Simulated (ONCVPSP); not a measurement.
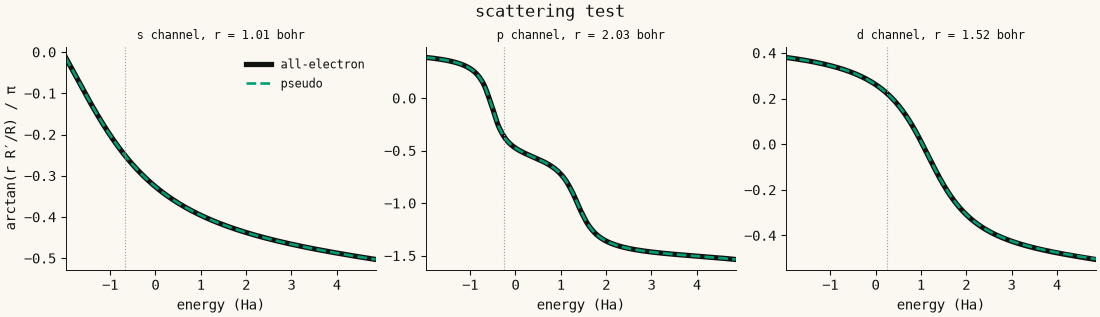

Unwrapped phase arctan(r R′/R) in units of π against energy, all-electron (solid) and pseudo (dashed); the pseudo phase is matched to the all-electron one at the reference energy. Here R(r) is the radial function. The dotted line marks the reference energy of the channel.

Input of ONCVPSP 4.0.1:

```
# ATOM AND REFERENCE CONFIGURATION
# atsym  z   nc   nv     iexc    psfile
  N 7.00    1    2  -116133      upf
#
#   n    l    f
    1    0    2.00
    2    0    2.00
    2    1    3.00
#
# PSEUDOPOTENTIAL AND OPTIMIZATION
# lmax
    2
#
#   l,   rc,      ep,       ncon, nbas, qcut
    0    1.00    0.00    4    8    5.10
    1    2.00    0.00    3    6    7.40
    2    1.50    0.25    4    7    7.20
#
# LOCAL POTENTIAL
# lloc, lpopt,  rc(5),   dvloc0
    4    5    0.85    6.00
#
# VANDERBILT-KLEINMAN-BYLANDER PROJECTORs
# l, nproj, debl
    0    2    3.00
    1    3    0.70
    2    1    4.00
#
# MODEL CORE CHARGE
# icmod, fcfact, rcfact
    1    0.70    0.00
#
# LOG DERIVATIVE ANALYSIS
# epsh1, epsh2, depsh
   -2.00    5.00    0.02
#
# OUTPUT GRID
# rlmax, drl
    6.00    0.01
#
# TEST CONFIGURATIONS
# ncnf
    4
# nvcnf
#   n    l    f
    2
    2    0    2.00
    2    1    2.00
#
    2
    2    0    2.00
    2    1    1.00
#
    2
    2    0    2.00
    2    1    0.00
#
    2
    2    0    1.00
    2    1    0.00
#
```

Run as:
```bash
oncvpsp.x < N.dat > N.out
```

Functional and relativity: PBEsol, scalar-relativistic.

Question: What does the plot say about ghosts?

Answer: The plot shows none: the two phases stay within 0.01 rad of each other in all channels drawn. The separate test gives: no bound ghost flagged; no localised positive-energy state flagged.

Question: Give the range of good agreement (0.05 rad in phase) for each channel.

Answer: s: over the whole range drawn; p: over the whole range drawn; d: over the whole range drawn.

Question: Where are the poles, the energies at which the radial function vanishes at the test radius? (There the phase passes a half-integer multiple of π.)

Answer: s: all-electron at 4.7 Ha, pseudo at 4.7 Ha; p: all-electron at 0.1 and 3.9 Ha, pseudo at 0.1 and 3.9 Ha; d: all-electron at 4.7 Ha, pseudo at 4.8 Ha.
